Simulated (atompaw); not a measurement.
**A PAW (atompaw) potential for germanium, from input to tests**

Do these settings give a usable potential? It is generated, then checked for scattering, ghosts and hardness.

The numbers are computed with atompaw 4.2.0.5 (PBE, scalar-relativistic, spin-unpolarised reference atom).

## 1. Starting point

The settings as typed:

```
element                 : germanium (Ge, Z = 32)
type                    : PAW
frozen core             : [Ar] 3d10
valence charge          : 4
reference configuration : 4s2 4p2
partial waves           : 4s (bound): rc 1.65 bohr; 4s channel at 0.85 Ry: rc 1.65 bohr; 4p (bound): rc 0.80 bohr; 4p channel at 0.2 Ry: rc 0.80 bohr; 4d channel at 0.1 Ry: rc 1.55 bohr
local potential         : troulliermartins scheme with l = 3 at 0 Ry, radius 1.65 bohr
core correction         : smooth core density matched at 0.90 bohr
augmentation charge     : sinc compensation charge, radius 1.45 bohr; PAW radius 1.65 bohr; waves and projectors: custom rrkj vanderbiltortho
```

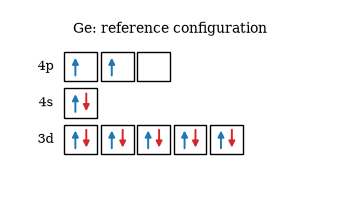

The outer shells as boxes. The arrows follow Hund's rule for the drawing; the calculation itself is spin-unpolarised.

An earlier all-electron run gives the scale for the radii.

All-electron outer shells of the reference configuration (PBE, scalar-relativistic, ld1.x):

```
shell  level (eV)  outermost node (bohr)  outermost maximum (bohr)
   3p     -115.62                   0.23                      0.54
   3d      -29.31                      –                      0.50
   4s      -11.73                   0.77                      1.75
   4p       -3.90                   0.82                      2.22
```

## 2. The generation run

Ge.input

```
Ge 32
GGA-PBE scalarrelativistic loggrid 1500 logderivrange -3 5 201
4 4 3 0 0 0
4 1 2
0 0 0
c
c
c
v
c
c
v
c
2
1.65 1.45 1.65 0.90
y
0.85
n
y
0.2
n
y
0.1
n
custom rrkj vanderbiltortho sinc
3 0 troulliermartins
1.65
1.65
0.80
0.80
1.55
PWSCFOUT
UPFDX 0.0125d0 UPFXMIN -7.d0 UPFZMESH 32.d0
END
```

The run is started by

```sh
$ atompaw < Ge.input > Ge.log
```

Output in the file Ge (summary file):

```text
 Completed calculations for Ge (AE)

 Exchange-correlation type: GGA, Perdew-Burke-Ernzerhof

 Radial integration grid is logarithmic 
 r0 =   2.6318935E-04 h =   8.4220592E-03   n =      1500 rmax =   8.0000000E+01

 Scalar relativistic calculation

 AEatom converged in  45 iterations
   nz     =  32.00
   delta  =       7.277161773879E-17

 All Electron Orbital energies:         
  n  l      occupancy      energy
  1  0      2.0000000E+00 -8.0563144E+02
  2  0      2.0000000E+00 -1.0082498E+02
  3  0      2.0000000E+00 -1.2383854E+01
  4  0      2.0000000E+00 -8.6224754E-01
  2  1      6.0000000E+00 -8.8103621E+01
  3  1      6.0000000E+00 -8.4979466E+00
  4  1      2.0000000E+00 -2.8630833E-01
  3  2      1.0000000E+01 -2.1543072E+00

 Total energy
   Total                    :    -4197.66637632372294

 ---
 Completed calculations for Ge (SC)

 Exchange-correlation type: GGA, Perdew-Burke-Ernzerhof

 Radial integration grid is logarithmic 
 r0 =   2.6318935E-04 h =   8.4220592E-03   n =      1500 rmax =   8.0000000E+01

 Scalar relativistic calculation

 SCatom converged in   1 iterations
   nz     =  32.00
   delta  =       4.478213365680E-17

 Valence Electron Orbital energies:         
  n  l      occupancy      energy
   4  0      2.0000000E+00 -8.6224754E-01
   4  1      2.0000000E+00 -2.8630833E-01

 Total energy
   Total                    :    -4197.66637632423135
   Valence                  :     -163.78359029825992

 PAW parameters: 
       lmax =            2
         rc =    1.6615057991121418     
        irc =         1040
   rc_shape =    1.4520095610576165     
    rc_vloc =    1.6615057991121418     
    rc_core =   0.90592745392610630     
   Vloc: Norm-conserving Troullier-Martins with l= 3;e=   0.0000E+00
   Projector type: RRKJ pseudization + Vanderbilt ortho.
   Sinc^2 compensation charge shape zeroed at   1.4520E+00

 Number of basis functions     5
 No.   n  nodes  l      Energy         Cp coeff         Occ
  1    4    3    0   -0.8622475E+00  0.1269640E+03  0.2000000E+01
  2  999    4    0    0.8500000E+00  0.2934250E+02  0.0000000E+00
  3    4    2    1   -0.2863083E+00 -0.7818544E+04  0.2000000E+01
  4  999    3    1    0.2000000E+00 -0.2117146E+04  0.0000000E+00
  5  999    1    2    0.1000000E+00 -0.5178123E-01  0.0000000E+00

 Eigenvalues of overlap operator (in the basis of projectors):
    1        2.35019389E-02
    2        4.95999575E-01
    3        2.17325735E+00
    4        6.38452232E+02
    5        1.89063086E+05

 Orbital leakage outside PAW augmentation regions
   orb  is_core?  %out_of_sphere
   1 0    T           0.00
   2 0    T           0.00
   3 0    T           0.11
   4 0    F          69.04
   2 1    T           0.00
   3 1    T           0.31
   4 1    F          86.73
   3 2    T           3.05

 Summary of PAW energies
   Total valence energy     :   -163.78359226154214
   Smooth energy            :    -20.11560960396277
   One center               :   -143.66798265757936
   Smooth kinetic           :      4.18807266592787
   Vloc energy              :     -0.72961505884416
   Smooth exch-corr         :    -34.93642499146103
   One-center xc            :   -124.05729695076710
```

Wall time 9.9 s (1 thread of AMD EPYC 7R43, shared host).

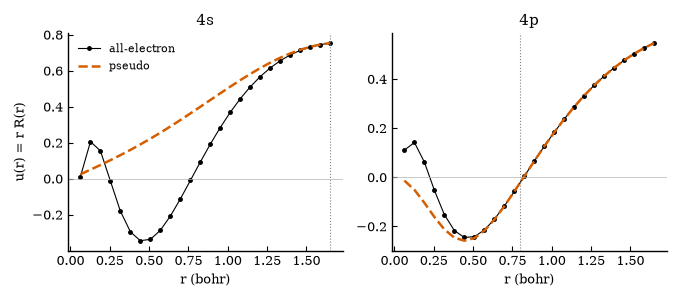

Bound waves of the atom and their pseudo partners (4s, 4p), with the matching radii dotted. The curves join 26 sampled radii, too few to resolve the innermost nodes.

## 3. Logarithmic derivatives

Taken from the files of the generation run. The phase is arctan(r·u′/u) with u = r·R, unwrapped, with energies in Ry. A pole is an energy at which the radial function vanishes at the test radius. The pseudo phase is shifted by a multiple of π to meet the all-electron one at the reference energy. Levels narrower than the energy grid can be missing from the poles. The last column is the largest difference on the grid between −1 and +1 Ry.

| channel | radius (bohr) | reference (Ry) | poles AE | poles PS | window around the reference with phases within 0.05 rad (Ry) | largest difference near zero (rad) |
| --- | --- | --- | --- | --- | --- | --- |
| s | 1.66 | -0.86 | none | 3.88 | below 3.8 | 0.000 |
| p | 1.66 | -0.29 | none | none | the whole range | 0.000 |
| d | 1.66 | 0.10 | -1.85 | -1.02 | -0.7 to 1.3 | 0.093 |

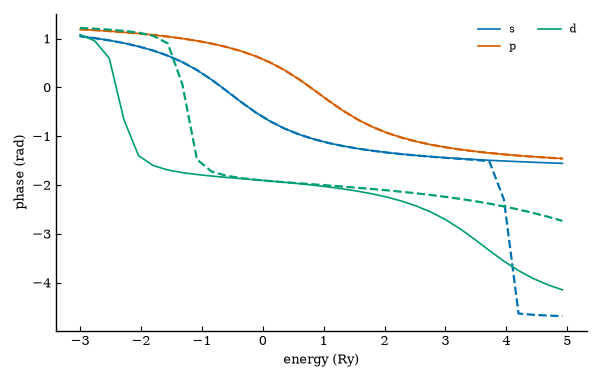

Phases by channel: all-electron solid, pseudo dashed.

## 4. Cutoff and ghost test in a Bessel basis

A separate test, outside the generator: the pseudo-atom's Hamiltonian at the reference potential is diagonalised in spherical Bessel functions j_l(qr) that vanish at 20 bohr, with q² up to the cutoff.

All-electron valence levels (Ry): 4s -0.8622, 4p -0.2863. The lowest levels of each channel (Ry) by cutoff; the last column sums, over occupied levels, occupation times the distance from the level at 400 Ry. A positive value at high cutoff is not a bound level.

| cutoff (Ry) | s #1 | p #1 | p #2 | d #1 | f #1 | Σ f·Δε (mRy) |
| --- | --- | --- | --- | --- | --- | --- |
| 8 | -0.8509 | -1.9855 | -0.0300 | 0.0519 | 0.1080 | 535.3 |
| 15 | -0.8618 | -4.0938 | -0.0913 | 0.0507 | 0.1080 | 391.1 |
| 25 | -0.8621 | -6.1298 | -0.1650 | 0.0493 | 0.1080 | 243.0 |
| 40 | -0.8623 | -7.6043 | -0.2362 | 0.0193 | 0.1080 | 100.2 |
| 55 | -0.8623 | -8.1859 | -0.2688 | -0.8464 | 0.1080 | 35.1 |
| 80 | -0.8623 | -8.4938 | -0.2828 | -1.1782 | 0.1080 | 7.1 |
| 110 | -0.8623 | -8.6135 | -0.2856 | -1.1938 | 0.1080 | 1.5 |
| 120 | -0.8623 | -8.6357 | -0.2859 | -1.1942 | 0.1080 | 0.8 |
| 160 | -0.8623 | -8.6761 | -0.2863 | -1.1959 | 0.1080 | 0.0 |
| 400 | -0.8623 | -8.6805 | -0.2863 | -1.1963 | 0.1080 | 0.0 |

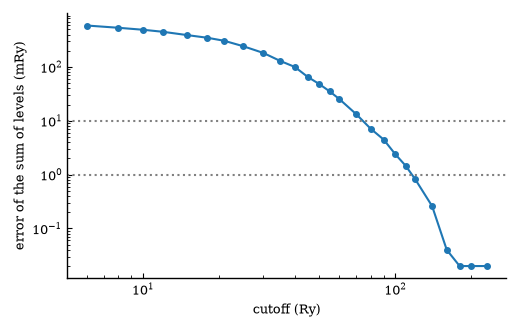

Occupation-weighted error of the valence levels against the cutoff; the dotted lines mark 10 and 1 mRy.

The sum stays within 10 mRy from 80 Ry and within 1 mRy from 120 Ry. The sum leaves out empty levels, which can need more. Ghost test: ghost states, bound below the all-electron valence or empty levels of the same l: p at -118.1 eV, d at -16.3 eV.

## 5. Results

| quantity | value |
| --- | --- |
| cutoffs for 10 and 1 mRy, occupied levels | 80 Ry and 120 Ry |
| bound ghosts | p at -118.10 eV, d at -16.28 eV |
| largest phase difference near zero energy, channels read | 0.093 rad |
| lowest eigenvalue of the overlap (Bessel basis) | 0.031 (d) |
| share of valence orbitals outside the PAW sphere | 4s 69 %, 4p 87 % |
| UPF file | written |

What this shows: A bound ghost (p, d) makes it unfit for use: electrons can fall into a state that the atom doesn't have. Close by lies the frozen 3p level (-115.6 eV). The potential is hard: the looser tolerance needs 80 Ry. The slowest occupied level is 4p: taken alone it needs 110 Ry to come within 1 mRy, against 15 Ry for 4s. Near zero energy the largest phase difference among the channels read is 0.09 rad, in the d channel (at the energies tabulated). All of this concerns the isolated atom, not yet a solid.
